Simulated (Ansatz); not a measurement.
**Al2F6 (SMILES [F][Al-]1([F])[F+][Al-]([F])([F])[F+]1): density, localisation and related maps**

Input file:

```
crystal:
  periodic: [false, false, false]
  atoms:
    - {symbol: F, position_ang: [2.409609, -0.674160, 0.593787]}
    - {symbol: Al, position_ang: [0.796448, -0.805705, 0.767017]}
    - {symbol: F, position_ang: [0.073574, -1.837743, 1.797527]}
    - {symbol: F, position_ang: [0.022930, 0.816250, 0.833611]}
    - {symbol: Al, position_ang: [-0.796459, 0.805691, -0.767014]}
    - {symbol: F, position_ang: [-2.409643, 0.674337, -0.593861]}
    - {symbol: F, position_ang: [-0.073408, 1.837629, -1.797501]}
    - {symbol: F, position_ang: [-0.023040, -0.816307, -0.833557]}
basis:
  gaussian: {orbitals: def2-TZVPP}
hamiltonian: {xc: pbe0, dispersion: d4}
output: {orbitals: {seedname: orbitals}}
```

Run with:

```sh
ansatz run in.yaml --threads 4 --pin off --events-out ev --progress --plain --max-ram 11315MiB
```

Geometry: PBE0-D4/def2-TZVP.

Level of theory: RKS PBE0-D4/def2-TZVPP (Ansatz).

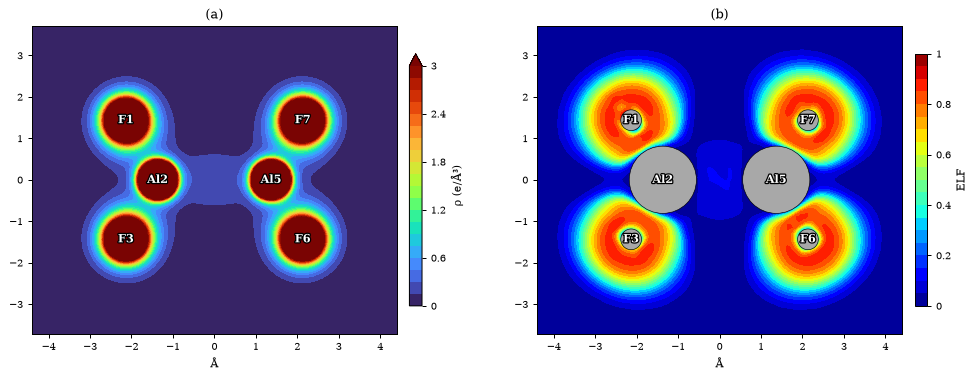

Figure 1. (a) electron density; (b) electron localisation function on the plane of atoms F1, Al2 and F3. Grey discs cover the atomic cores in the ELF map.

Q: Read the bonding off the picture.

A: The section cuts through F and Al sites. Al–F (1.63 Å): ρ at the midpoint is about 0.96 e/Å³; the ELF peaks at about 0.85 in the valence shell of F, 0.6 Å from its nucleus, and is about 0.25 at the midpoint. The ELF also peaks beside F6, F3, F7 and F1, away from the bonds: lone-pair regions.

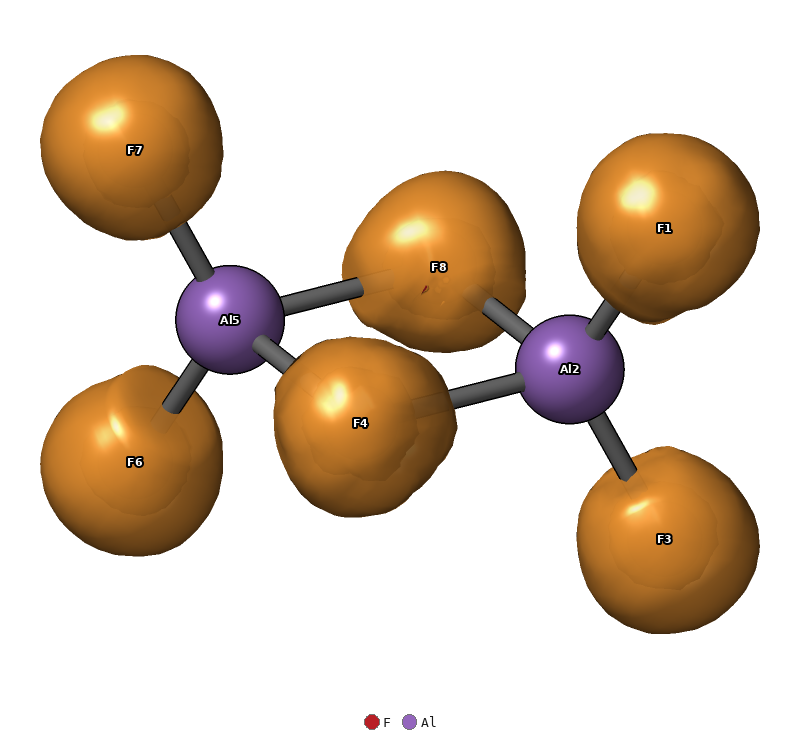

Figure 2. Isosurface of the electron localisation function at 0.8 (orange), seen at a tilt. Core shells and regions of very low density are left out.

Q: Identify the bonds, lone pairs and shells in this picture.

A: At this value the surface marks out six regions wrapped around F (the valence shell of each).


 Al–F (1.80 Å): the ELF peaks at about 0.85 in the valence shell of F, 0.6 Å from its nucleus, and is about 0.30 at the midpoint.

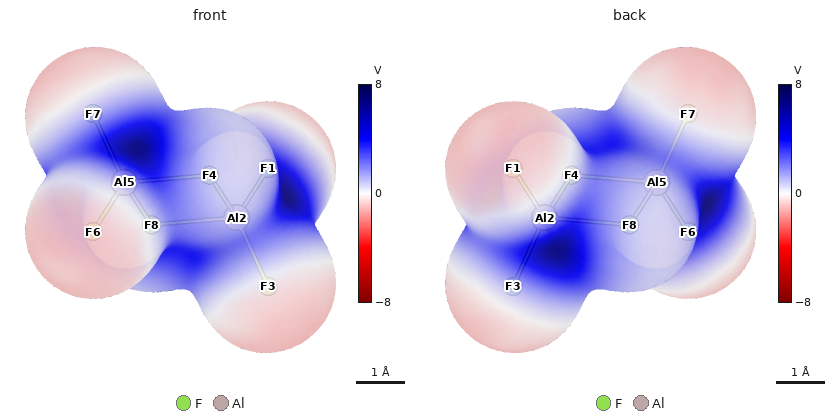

Figure 3. The molecular electrostatic potential painted on the density surface at 0.004 e/bohr³, seen from the front and from behind; red is negative and blue positive.

Q: Describe the electrostatic potential map.

A: The most negative region (about −0.9 V) lies over F1, F3, F6 and F7, the most positive (about +6.7 V) over Al2 and Al5.

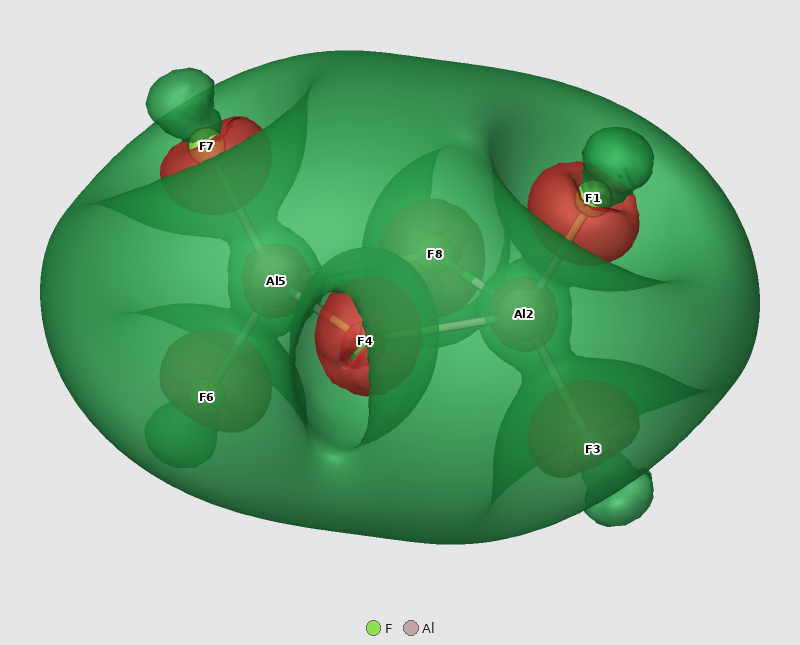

Figure 4. The LUMO at ±0.05 Å⁻³ᐟ² (green and red are the two phases), seen at a tilt.

Q: Where does this orbital lie, and at what energy?

A: By Hirshfeld shares it lies mainly on Al2 (about 30 %), Al5 (about 30 %), F4 (about 10 %) and F8 (about 10 %); it is gerade (even under inversion). Its energy is −1.19 eV.
